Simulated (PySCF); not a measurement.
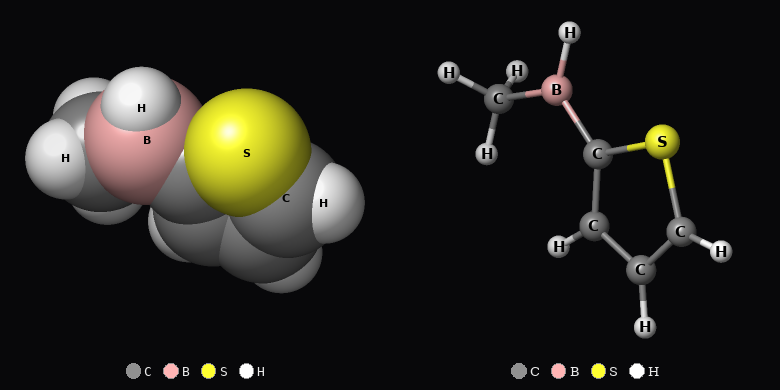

Both panels show the same species.

The computed structure is the end point of a GFN2-xTB optimisation. No frequency run is at hand to confirm it as a minimum.

What is the molecular formula?

Answer. C5H7BS, 14 atoms: 5 carbon, 7 hydrogen, 1 boron and 1 sulfur.

Count the bonded pairs by element.

Answer. 6 C–H, 3 C–C, 2 C–B, 2 C–S, 1 B–H.

Name functional groups in it.

Answer. Among them: B–H bond.

More results for the same structure follow; atom numbers are the same in all pictures, views and colours differ.

### Geometry

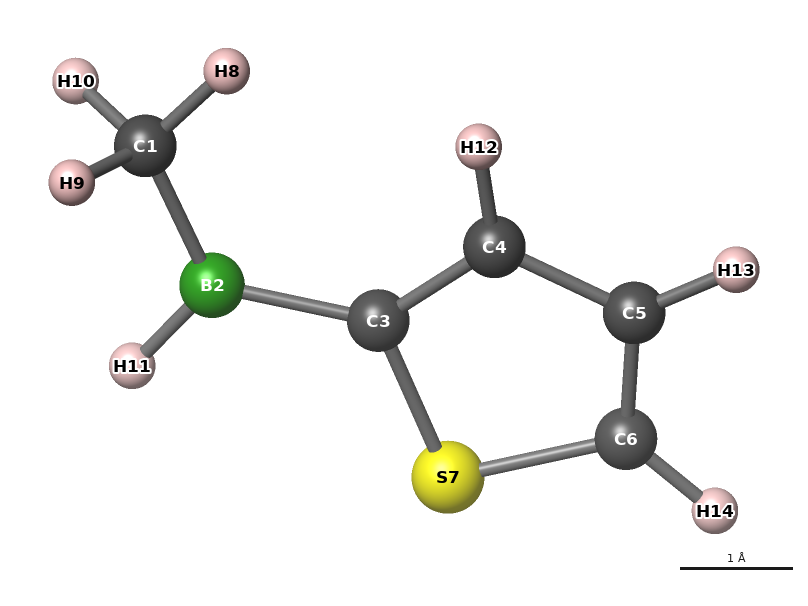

No frequency run is at hand to confirm it as a minimum.

List the bonds and their lengths.

| bond | length (Å) | order |
| --- | --- | --- |
| C1–B2 | 1.574 | single |
| C1–H8 | 1.086 | single |
| C1–H9 | 1.090 | single |
| C1–H10 | 1.089 | single |
| B2–C3 | 1.528 | single |
| B2–H11 | 1.174 | single |
| C3–C4 | 1.377 | aromatic |
| C3–S7 | 1.751 | aromatic |
| C4–C5 | 1.403 | aromatic |
| C4–H12 | 1.076 | single |
| C5–C6 | 1.364 | aromatic |
| C5–H13 | 1.076 | single |
| C6–S7 | 1.709 | aromatic |
| C6–H14 | 1.073 | single |

### Polarisability

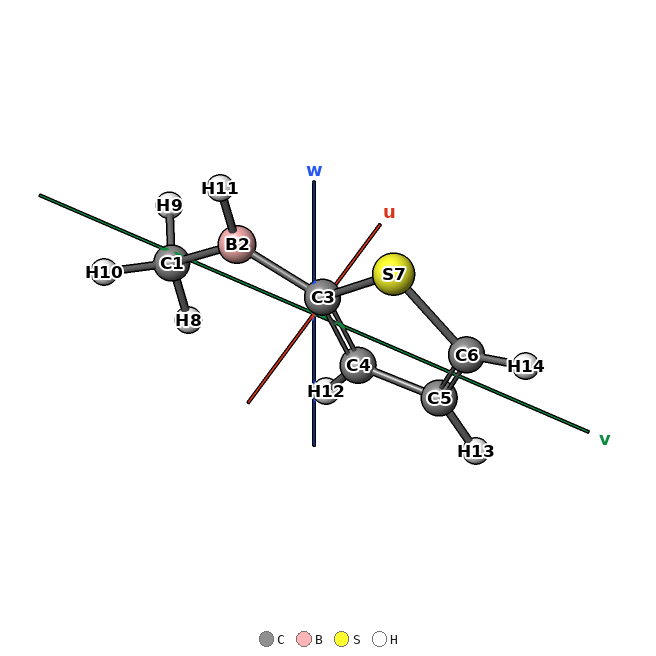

The lines u, v and w are the principal axes of the static dipole polarisability. No frequency run is at hand to confirm it as a minimum. Method: PBE0/def2-SVPD (PySCF 2.14.0).

Along which axis is the molecule most polarisable, and along which least?

Answer. Most along v (nearly parallel to the C4–C5 bond), least along u.

Give the three principal values.

Answer. u 58.9, v 122.3, w 94.3 bohr³; mean 91.8, anisotropy 55.1 bohr³.

### Excitation

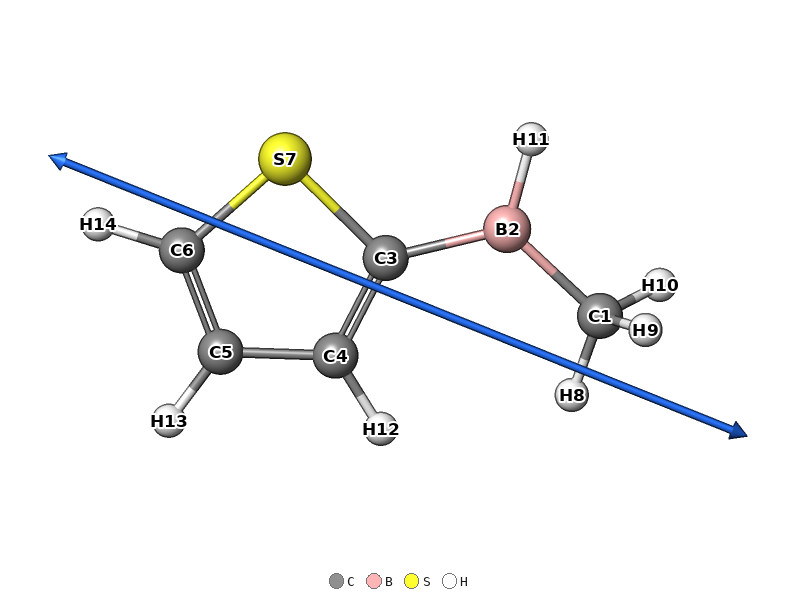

The double arrow shows the direction of the transition dipole to excited singlet state 1 (its length means nothing). No frequency run is at hand to confirm it as a minimum. Properties computed with TDDFT PBE0/def2-SVPD, vertical, gas phase, core orbitals frozen in the response (PySCF 2.14.0).

How is the transition polarised?

Answer. Close to the long direction C1···C6.

Where does the transition lie, and how strong is it?

Answer. 4.83 eV (257 nm), oscillator strength 0.14, mainly HOMO−1 → LUMO (weight 0.62); transition dipole 2.77 D.

### Ring current

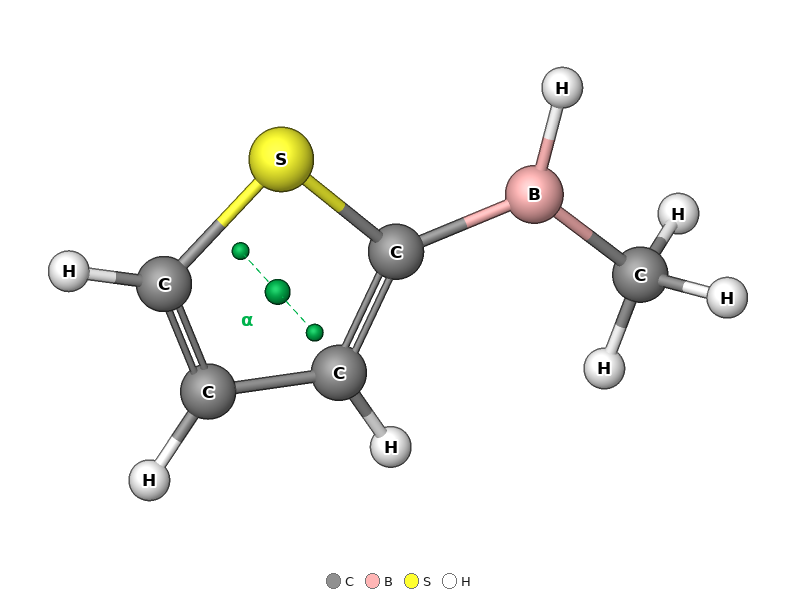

The small points mark where nucleus-independent chemical shifts (NICS) were computed: at the centre of each lettered ring and 1 Å above and below it. No frequency run is at hand to confirm it as a minimum. Method: GIAO PBE0/pcSseg-1 NMR shielding, non-relativistic, gas phase (PySCF 2.14.0).

Give NICS(0), NICS(1) and the out-of-plane component NICS(1)zz for each ring (means of the two sides).

| ring | members | NICS(0) | NICS(1) | NICS(1)zz |
| --- | --- | --- | --- | --- |
| α | C4S | −11.5 | −11.7 | −28.1 |

Values in ppm.

What do the values say about the ring currents?

Answer. Ring α: diatropic, as in an aromatic ring. NICS is one index among several.

### NMR shielding

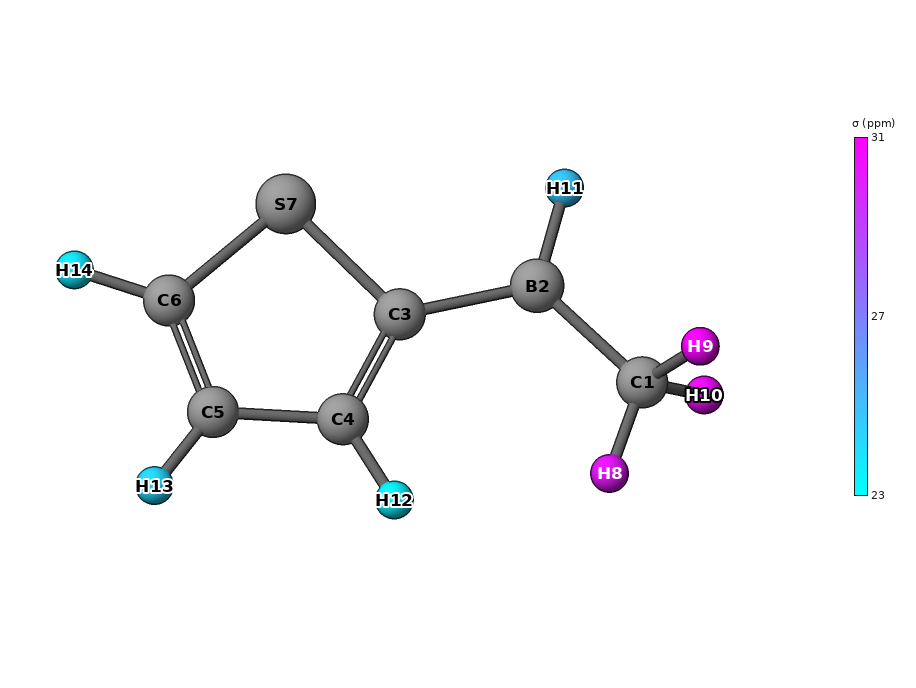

Atoms are coloured by their isotropic NMR shieldings (H only, the others grey). No frequency run is at hand to confirm it as a minimum. Method: GIAO PBE0/pcSseg-1 NMR shielding, non-relativistic, gas phase (PySCF 2.14.0).

Which H atom is the most shielded (lowest chemical shift)?

Answer. H9 (30.74 ppm).

Which H atom is the least shielded (highest chemical shift)?

Answer. H12 (23.46 ppm).

How wide is the range of H shifts?

Answer. 7.28 ppm.

List the isotropic NMR shieldings of the H atoms.

```json
{"atom": "H8", "σ (ppm)": "30.19"}
{"atom": "H9", "σ (ppm)": "30.74"}
{"atom": "H10", "σ (ppm)": "30.53"}
{"atom": "H11", "σ (ppm)": "24.76"}
{"atom": "H12", "σ (ppm)": "23.46"}
{"atom": "H13", "σ (ppm)": "24.23"}
{"atom": "H14", "σ (ppm)": "23.71"}
```

The geometry is semi-empirical. Around B such bond lengths and angles can be off by a tenth of an ångström or more and by several degrees, and values that hang on the shape move with them.
